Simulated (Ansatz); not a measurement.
# MoCl2O2 (molybdenum dichloride dioxide): HF/STO-3G

Aim: the vertical singlet–triplet gap of MoCl2O2 (molybdenum dichloride dioxide) at HF/STO-3G, from 2 runs. 

Program for the calculation: Ansatz 0.2.0.

2 further runs of the same task are left out: 2 that didn't finish.

## (1) The molecule

MoCl2O2: 5 atoms, total charge 0, spin state singlet. SMILES: `O=[Mo](=O)(Cl)Cl`. The shape is that of a PBE0-D4/def2-TZVP optimisation.

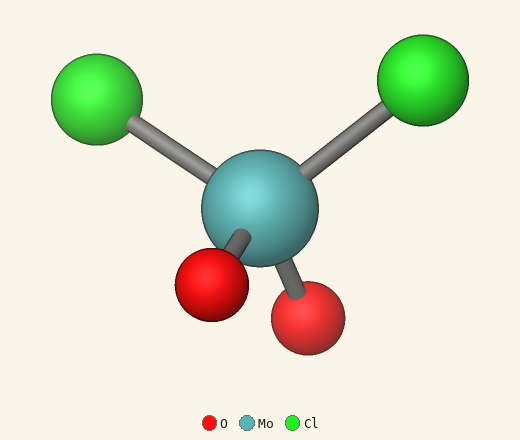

The structure, seen from a chosen angle (oxygen red, molybdenum teal, chlorine green).

## (2) The energy at HF/STO-3G

in.yaml reads:

```yaml
crystal:
  periodic: [false, false, false]
  atoms:
    - {symbol: O, position_ang: [0.160790, -0.193810, 1.710330]}
    - {symbol: Mo, position_ang: [0.067390, -0.061640, 0.055230]}
    - {symbol: O, position_ang: [1.227030, -1.074450, -0.573270]}
    - {symbol: Cl, position_ang: [-1.960190, -0.720580, -0.637400]}
    - {symbol: Cl, position_ang: [0.504990, 2.050480, -0.554890]}
basis:
  gaussian:
    orbitals: STO-3G
hamiltonian:
  xc: hf
accuracy: high
output: {orbitals: {seedname: orbitals}}
```

Launch:

```bash
$ ansatz run in.yaml --threads 1 --pin off --max-ram 3480MiB --events-out events.jsonl --progress --plain --runs-dir runs
```

The program printed:

```text
Warning: RAYON_NUM_THREADS=1 ignored (pool sized by the plan → 1); use --threads N
Functional definition: HF
  name "HF"
  exchange = exact_x
  correlation = 0
1168 factors; integrals over basis functions are off by at most 7.7e-9 eV
mean field evaluation 1: about -135850.5983 eV, gradient 7.7e1 eV
mean field evaluation 2: about -135850.6902 eV, gradient 7.7e1 eV
mean field evaluation 4: about -135867.6865 eV, gradient 6.9e0 eV
mean field evaluation 8: about -135867.8548 eV, gradient 1.4e-1 eV
mean field evaluation 16: about -135856.8305 eV, gradient 1.9e1 eV
mean field evaluation 32: about -135855.1659 eV, gradient 2.8e0 eV
mean field -135867.84774505 eV, -4993.0513100957 hartree, gradient 2.8e-8 eV, S^2 0.000000; 0 other end points of the search recorded, 0 dependent functions left out
reference -135867.84774505 eV, -4993.0513100957 hartree; 46, 46 occupied and 9, 9 virtual orbitals, 1168 factors
Total energy: -135867.84774505 eV, -4993.0513100957 hartree
```

Run time: 3 s. Hardware: 1 thread of Intel Xeon Platinum 8259CL at 2.50GHz (Skylake/Cascade Lake), shared host; peak memory 0.17 GiB.

## (3) The triplet

input.yaml reads:

```yaml
crystal:
  periodic: [false, false, false]
  atoms:
    - {symbol: O, position_ang: [0.160790, -0.193810, 1.710330]}
    - {symbol: Mo, position_ang: [0.067390, -0.061640, 0.055230]}
    - {symbol: O, position_ang: [1.227030, -1.074450, -0.573270]}
    - {symbol: Cl, position_ang: [-1.960190, -0.720580, -0.637400]}
    - {symbol: Cl, position_ang: [0.504990, 2.050480, -0.554890]}
basis:
  gaussian:
    orbitals: STO-3G
accuracy: high
output: {orbitals: {seedname: orbitals}}
hamiltonian:
  xc: hf
magnetization:
  spin_polarized: true
  initial_magnetization: 2
```

Launch:

```bash
$ ansatz run input.yaml --threads 1 --pin off --max-ram 3480MiB --events-out events.jsonl --progress --plain --runs-dir runs
```

The program printed (excerpt; [...] marks lines left out):

```text
Warning: RAYON_NUM_THREADS=1 ignored (pool sized by the plan → 1); use --threads N
[... 2 set-up lines as earlier in the session ...]
[...]
1168 factors; integrals over basis functions are off by at most 7.7e-9 eV
[...]
mean field -135866.68080386 eV, -4993.0084257979 hartree, gradient 2.5e-8 eV, S^2 2.242841; 2 other end points of the search recorded, 0 dependent functions left out
reference -135866.68080386 eV, -4993.0084257979 hartree; 47, 45 occupied and 8, 10 virtual orbitals, 1168 factors
Total energy: -135866.68080386 eV, -4993.0084257979 hartree
```

It took 13 s on 1 thread of Intel Xeon Platinum 8259CL at 2.50GHz (Skylake/Cascade Lake), shared host; peak memory 0.26 GiB.

## (4) Outcome

At HF/STO-3G:

```
                                        quantity           value
                           singlet: total energy  -4993.05131 Eh
                            singlet: HOMO energy       -10.75 eV
                            singlet: LUMO energy         2.63 eV
                          singlet: HOMO–LUMO gap        13.37 eV
                           triplet: total energy  -4993.00843 Eh
     triplet: HOMO energy (highest over α and β)        -7.43 eV
      triplet: LUMO energy (lowest over α and β)         2.99 eV
                                   triplet: ⟨S²⟩           2.243
vertical energy of the triplet above the singlet        1.167 eV
```

In words: At this shape the triplet lies 1.17 eV (27 kcal/mol) above the singlet. In a minimal basis such a difference can be off by several eV, whatever the method. Relativity is left out (singlet) although the molecule holds a heavy atom. ⟨S²⟩ (triplet) is 2.24 where a pure triplet has 2.00: the reference is spin-contaminated. Relativity is left out (triplet) although the molecule holds a heavy atom.
